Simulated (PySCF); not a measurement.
C6H11BO2Si (SMILES COC1=CC=C(C)[SiH2]OB1)

The calculation's input:

```
{"job": {"kind": "nmr", "xc": "PBE0", "basis": "pcSseg-1"}, "charge": 0, "multiplicity": 1}
C      3.626255    -0.039765    -0.144135
O      2.677125     0.997109    -0.076603
C      1.331434     0.724795    -0.013159
C      0.875084    -0.553584     0.020459
C     -0.446039    -1.123414     0.068634
C     -1.686085    -0.594260     0.060455
C     -2.865765    -1.524321     0.095165
Si    -2.118959     1.231695     0.005517
O     -0.780998     2.144065     0.024014
B      0.534574     2.082765     0.022208
H      4.591704     0.458332    -0.222133
H      3.615101    -0.662677     0.756879
H      3.476197    -0.671607    -1.026317
H      1.628246    -1.334822     0.009418
H     -0.401706    -2.211283     0.107380
H     -3.510866    -1.283096     0.938980
H     -2.562788    -2.566999     0.171727
H     -3.461568    -1.399555    -0.808630
H     -2.865261     1.653527     1.197468
H     -2.808671     1.602212    -1.236514
H      1.144064     3.087826     0.048716
```

Run with:

```sh
OMP_NUM_THREADS=1 python probes_run.py task.json out
```

Geometry: GFN2-xTB.

Method: PBE0/pcSseg-1, SCF density, gas phase, non-relativistic (PySCF).

> What will maps of the electron density and electron localisation function show?

B–O (1.32 Å): ρ at the midpoint is about 2.3 e/Å³; the ELF peaks at about 0.90 between the atoms: a short, strongly polar bond.
C–C (1.35 Å): ρ is about 2.2 e/Å³ halfway; the ELF peaks at about 0.95 between the atoms: localised, covalent bonding.
C–O (1.37 Å): ρ is about 2.2 e/Å³ halfway, with its minimum of 1.9 e/Å³ about 0.5 Å from C; the ELF peaks at about 0.90 between the atoms (a shared but strongly polarised pair).
C–B (1.57 Å): the density is about 1.4 e/Å³ at the midpoint; the ELF peaks at about 1 between the atoms, as expected for localised, covalent bonding.

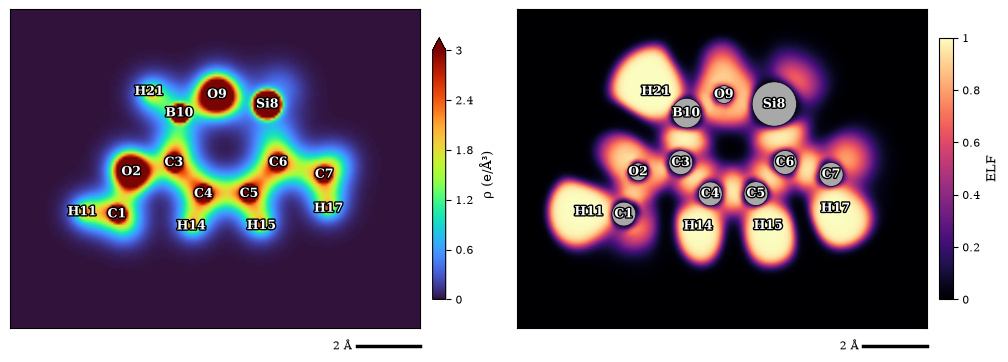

Computed electron density and electron localisation function on the plane of atoms C4, C3 and B10, in this order. Grey discs cover the atomic cores in the ELF map. 
